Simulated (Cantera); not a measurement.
Charge: 1 mol Pb, 0.28 mol H2, equilibrated at 260000 Pa.

Cantera equilibrium calculation (NASA polynomials, part measured and part estimated; ideal gas, pure solids and liquids). Candidate condensed phases: Pb; 4 gas species. The numbers say what is thermodynamically allowed, not how fast it happens.

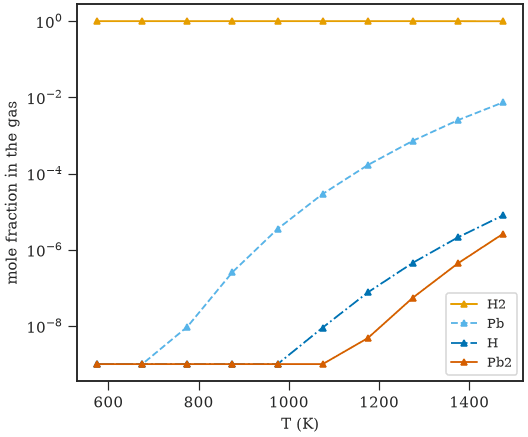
Equilibrium gas composition (values under 1e-9 drawn at 1e-9)

At 575 K the condensed part is Pb(s). From 675 K to 1475 K the condensed part is Pb(l).
